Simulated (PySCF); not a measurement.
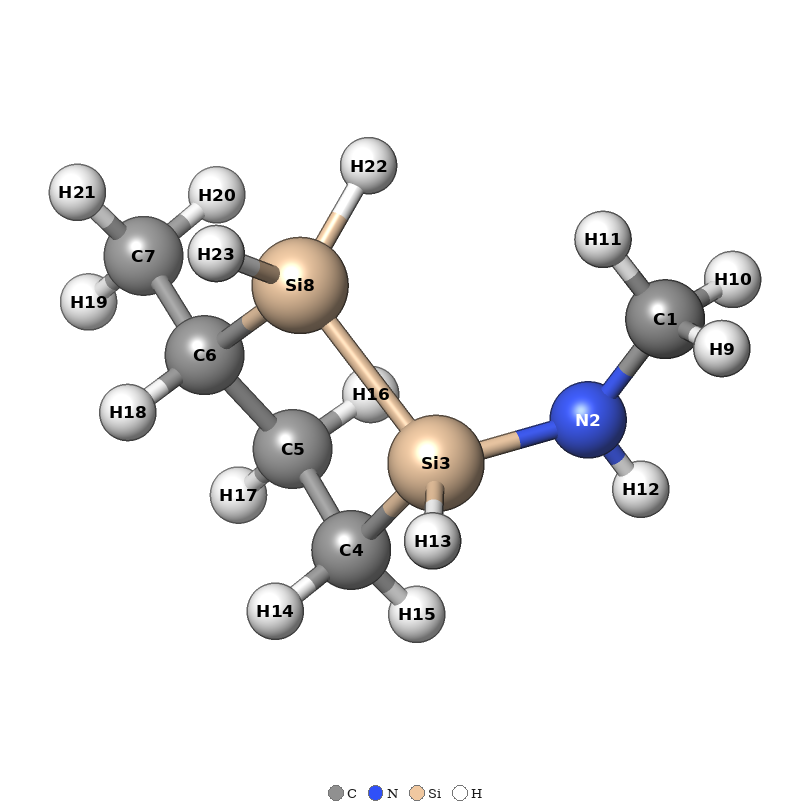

Computed geometry: PBE0-D3(BJ)/def2-SVP optimisation. No frequency run is at hand to confirm it as a minimum. Method: delta-SCF UKS SCAN, pcX-2 on the ionised atom, pcseg-1 elsewhere, spin-free X2C (PySCF 2.14.0).

Give the core-electron binding energies (to vacuum; p and d levels without spin–orbit splitting) of C1 1s, N2 1s, Si3 1s, Si3 2p, C4 1s, C5 1s, C6 1s, C7 1s, Si8 1s, Si8 2p.

| atom | level | binding energy (eV) |
| --- | --- | --- |
| C1 | 1s | 291.4 |
| N2 | 1s | 404.1 |
| Si3 | 1s | 1845.7 |
| Si3 | 2p | 106.1 |
| C4 | 1s | 289.7 |
| C5 | 1s | 290.3 |
| C6 | 1s | 289.8 |
| C7 | 1s | 290.3 |
| Si8 | 1s | 1845.3 |
| Si8 | 2p | 105.9 |
